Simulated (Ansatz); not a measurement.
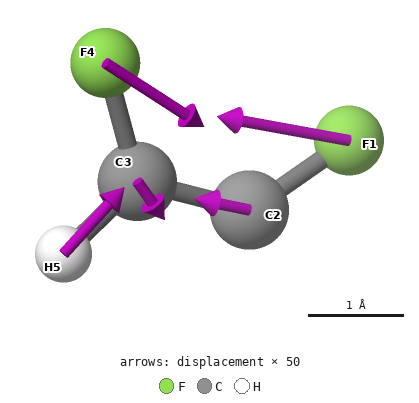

This is a relaxation of C₂HF₂ (multiplicity 2). The starting structure is drawn; purple arrows show the displacements, magnified 50 times. The two geometries are superimposed by the best rigid fit.

Style: ball-and-stick. Shown at a tilt.

The start comes from PBE-D4/def2-SVP.

The calculation used Ansatz 0.2.0, UKS PBE0-D4/def2-TZVP. Settings: force threshold 0.005 eV/Å; at most 150 steps.

Atoms of which element are displaced furthest, and by how much?

Answer. Fluorine: up to 0.031 Å, against 0.019 Å for hydrogen.

Describe the change and its energy.

Answer. After 5 geometry steps the energy has fallen by 0.71 kcal/mol. Largest force component: 0.94 eV/Å at the start, 0.00068 eV/Å at the end. The atom that moves furthest after the best rigid fit is F1 (0.031 Å). Largest moves by element: F 0.031 Å, H 0.019 Å, C 0.013 Å. Among the contacts that change: C2–C3 1.335 → 1.313 Å, C3–H5 1.100 → 1.080 Å, F1–C2 1.308 → 1.295 Å, C3–F4 1.352 → 1.341 Å. The run took of the order of 40 core-seconds on a shared host.
